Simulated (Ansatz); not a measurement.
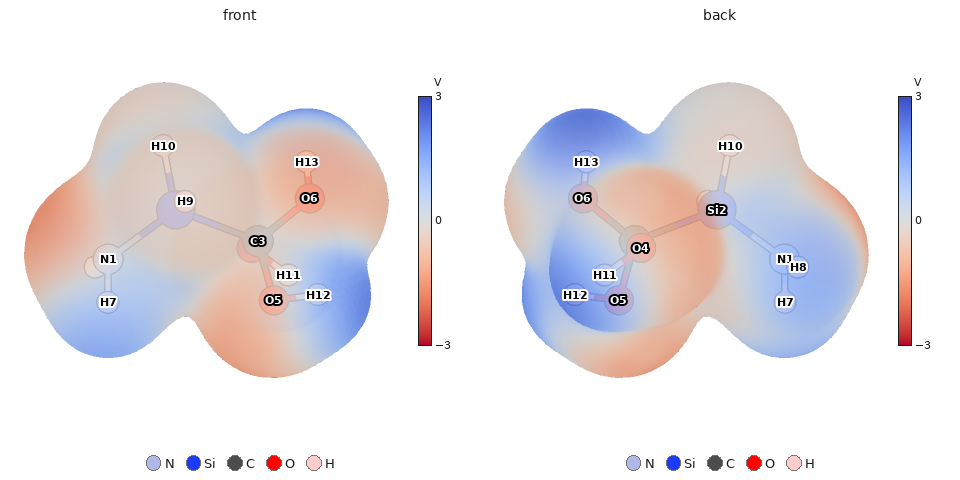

Figure. CH7NO3Si. The molecular electrostatic potential painted on the density surface at 0.002 e/bohr³, seen from the front and from behind; the colour scale runs from red (negative) to blue (positive).

Level of theory: RKS PBE-D4/def2-SVP in Ansatz.

Input file:

```
crystal:
  periodic: [false, false, false]
  atoms:
    - { symbol: "N", position_ang: [0.5312, -2.0954, -0.8768] }
    - { symbol: Si, position_ang: [0.1506, -1.2025, 0.5668] }
    - { symbol: C, position_ang: [-0.2062, 0.7402, 0.1953] }
    - { symbol: O, position_ang: [-1.1657, 0.9911, -0.6961] }
    - { symbol: O, position_ang: [0.9281, 1.3954, -0.408] }
    - { symbol: O, position_ang: [-0.4858, 1.5324, 1.3456] }
    - { symbol: H, position_ang: [1.294, -1.591, -1.3451] }
    - { symbol: H, position_ang: [-0.2741, -1.9099, -1.5181] }
    - { symbol: H, position_ang: [1.3471, -1.3542, 1.4802] }
    - { symbol: H, position_ang: [-1.0451, -1.8275, 1.1913] }
    - { symbol: H, position_ang: [-0.7911, 1.4438, -1.3958] }
    - { symbol: H, position_ang: [1.1955, 2.0448, 0.3234] }
    - { symbol: H, position_ang: [-1.458, 1.7981, 1.152] }
basis:
  gaussian: { orbitals: def2-SVP }
hamiltonian:
  xc: pbe
  dispersion: d4
relax:
  f_tol: 0.02
  max_steps: 50
output:
  orbitals: {}
```

Launched as:

```sh
ansatz run input.yaml --threads 2 --pin off --max-ram 3072MiB --backend cpu --events-out ev --progress --plain --runs-dir out
```

The fields are those of the relaxed geometry.

> Which sites attract a positive test charge, and which a negative one?

A positive charge is drawn to the negative regions and a negative charge to the positive ones. The most negative region (about −1.5 V) lies over N1, the most positive (about +2.3 V) over H13. N1 is the likeliest acceptor of a hydrogen bond.
